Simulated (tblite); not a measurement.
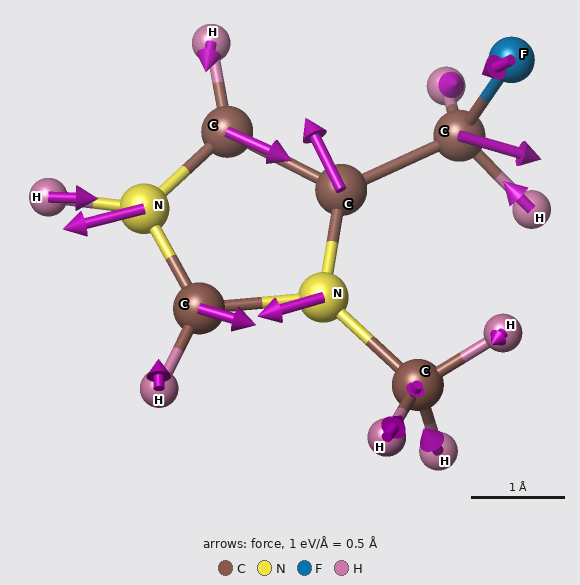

Starting geometry of C5H8FN2 (charge +1) with the computed forces as purple arrows. The picture is a ball-and-stick view, seen at a tilt.

Computed with tblite, GFN2-xTB geometry optimisation, gas phase. 

Q: What follows when this structure is relaxed?

A: It isn't relaxed: the largest force vector, on a C atom, is 1.95 eV/Å. The final displacements have little in common with the starting forces (cosine between the two patterns 0.18). The largest move after the best rigid fit is that of the F atom, 0.81 Å. By element the largest moves are F 0.81 Å, H 0.63 Å, C 0.14 Å, N 0.06 Å. Some distances before and after: C–C 1.405 → 1.367 Å, C–N 1.363 → 1.326 Å, C–H 1.132 → 1.097 Å, H–N 1.045 → 1.012 Å. Among the angles between lasting bonds that change: C–C–C 122.5° → 130.4°, N–C–H 128.4° → 123.0°, N–C–C 127.6° → 122.8°. Groups turn about C–C by about 35°, C–N by about 25°. The energy falls by 8.65 kcal/mol in 66 geometry steps. Cost: 0.31 s on 1 thread of Arm Neoverse V2, with other jobs on the host.
